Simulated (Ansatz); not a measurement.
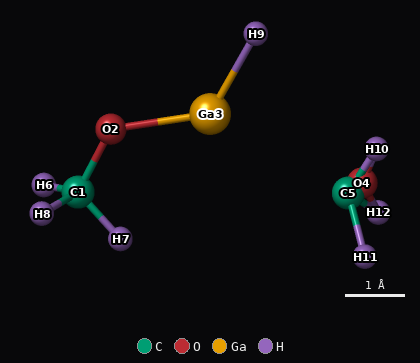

Fig. 1: The structure as given in the input (ball-and-stick view, seen at a tilt; atoms are numbered from 1 in the order of the input). Sticks mark near contacts. Bond lengths as drawn: C–H 0.92 to 1.31 Å, C–O 0.30 to 1.30 Å, Ga–H 1.67 Å, Ga–O 1.70 Å and H–O 0.71 to 1.03 Å.

## Single-point calculation of C2H7GaO2 (charge −1)

C2H7GaO2, charge −1, multiplicity 2, computed with UKS B2GP-PLYP/def2-SVPD (Ansatz 0.2.0).

Some settings of this run were made unusual or wrong on purpose. The geometry comes from this level: PBE0-D4/def2-TZVP. Figures and captions count atoms from 1; the log counts them from 0 in places.

**Input**
```yaml
crystal:
  periodic: [false, false, false]
  atoms:
    - {symbol: C, position_ang: [-1.881262, 0.947185, 1.044864]}
    - {symbol: O, position_ang: [-0.981834, 0.251231, 1.668411]}
    - {symbol: Ga, position_ang: [0.447251, -0.335498, 0.948946]}
    - {symbol: O, position_ang: [1.908663, -0.602835, -1.502753]}
    - {symbol: C, position_ang: [1.608663, -0.602835, -1.502753]}
    - {symbol: H, position_ang: [-2.054624, 1.810119, 1.382565]}
    - {symbol: H, position_ang: [-1.766914, 0.812035, -0.011218]}
    - {symbol: H, position_ang: [-2.827504, 0.274904, 1.196813]}
    - {symbol: H, position_ang: [1.654247, -1.206491, 1.703894]}
    - {symbol: H, position_ang: [2.332089, -1.028353, -1.125441]}
    - {symbol: H, position_ang: [1.019092, -1.265650, -2.464018]}
    - {symbol: H, position_ang: [2.080739, 0.160747, -2.165216]}
basis:
  gaussian: {orbitals: def2-SVPD}
total_charge: -1
magnetization: {spin_polarized: true, initial_magnetization: 1}
hamiltonian: {xc: {name: B2GP-PLYP}}
accuracy: high
output: {forces: true}
```

Launched with:
```bash
ansatz run in.yaml --threads 4 --pin off --events-out ev --progress --plain --max-ram 10444MiB
```

**The program's output**
```
Functional definition: B2GP-PLYP
  name "B2GP-PLYP"
  cite "Karton, Tarnopolsky, Lamère, Schatz & Martin, J. Phys. Chem. A 112, 12868 (2008) doi:10.1021/jp801805p"
  cite "Becke, Phys. Rev. A 38, 3098 (1988) doi:10.1103/PhysRevA.38.3098"
  cite "Lee, Yang & Parr, Phys. Rev. B 37, 785 (1988) doi:10.1103/PhysRevB.37.785"
  parameter a = 0.65
  parameter c = 0.36
  exchange = (1 - a)*b88_x + a*exact_x
  correlation = (1 - c)*lyp_c + c*(mp2_os + mp2_ss)
3461 factors; integrals over basis functions are off by at most 4.4e-9 eV
mean field evaluation 1: about -58019.2023 eV, gradient 3.3e1 eV
mean field evaluation 2: about -58019.5581 eV, gradient 3.3e1 eV
mean field evaluation 4: about -58023.4045 eV, gradient 8.2e0 eV
mean field evaluation 8: about -58023.6806 eV, gradient 3.1e-1 eV
mean field evaluation 16: about -58023.6847 eV, gradient 7.0e-3 eV
mean field evaluation 32: about -58023.6847 eV, gradient 3.5e-5 eV
mean field -58023.68472276 eV, -2132.3310836955 hartree, gradient 5.5e-8 eV, S^2 0.776402; 2 other end points of the search recorded, 0 dependent functions left out
13 core orbitals not correlated: weight in the atoms' cores, before any rotation towards them, 0.994 or more for the frozen orbitals, at most 0.003 for the correlated occupied ones
reference -58023.68474504 eV, -2132.3310845139 hartree; 21, 20 occupied and 146, 147 virtual orbitals, 3461 factors
second order -26.17919239 eV of doubles, -0.00000000 eV of singles
the calculation of the forces begins
mean field evaluation 64: about -58023.6847 eV, gradient 5.5e-8 eV
Total energy: -58033.10925430 eV, -2132.6774288411 hartree
Atom 0 at    -1.881262     0.947185     1.044864 Å, force    -3.979086    -8.421492    -3.672483 eV/Å
Atom 1 at    -0.981834     0.251231     1.668411 Å, force     1.618618    -0.901023     4.957979 eV/Å
Atom 2 at     0.447251    -0.335498     0.948946 Å, force     4.148933    -1.335563    -2.117252 eV/Å
Atom 3 at     1.908663    -0.602835    -1.502753 Å, force  3842.918158     9.153418    -9.489501 eV/Å
Atom 4 at     1.608663    -0.602835    -1.502753 Å, force -3894.937523    10.455904     0.453870 eV/Å
Atom 5 at    -2.054624     1.810119     1.382565 Å, force    -1.313223     7.802301     2.584682 eV/Å
Atom 6 at    -1.766914     0.812035    -0.011218 Å, force     0.185096     1.057350    -1.476686 eV/Å
Atom 7 at    -2.827504     0.274904     1.196813 Å, force     0.198922     1.636381    -0.277529 eV/Å
Atom 8 at     1.654247    -1.206491     1.703894 Å, force    -0.785817     0.136940     0.870693 eV/Å
Atom 9 at     2.332089    -1.028353    -1.125441 Å, force    46.435400   -35.983360    31.770626 eV/Å
Atom 10 at     1.019092    -1.265650    -2.464018 Å, force    -3.273449    -4.574175    -5.940888 eV/Å
Atom 11 at     2.080739     0.160747    -2.165216 Å, force     8.783971    20.973318   -17.663510 eV/Å
Dipole moment:    -0.895997     0.422959     1.060850 e Å
```

**Outcome**

| quantity | value |
| --- | --- |
| outcome | converged |
| total energy | −58033.1093 eV |
| mean-field energy | −58023.6847 eV |
| ⟨S²⟩ | 0.776 |
| SCF solution under orbital rotations | stable |
| largest force (length of the vector) | 3894.952 eV/Å |
| hardware | 4 threads of Arm Neoverse V2, 23 GiB of memory available, shared host |
| wall time | 83 s (CPU time 5.4 min) |
| peak memory | 1.5 GiB |

**Diagnosis**

This input holds a deliberate fault: two atoms are placed far too close. The program still converged, but the numbers can't be taken as results for the intended system.
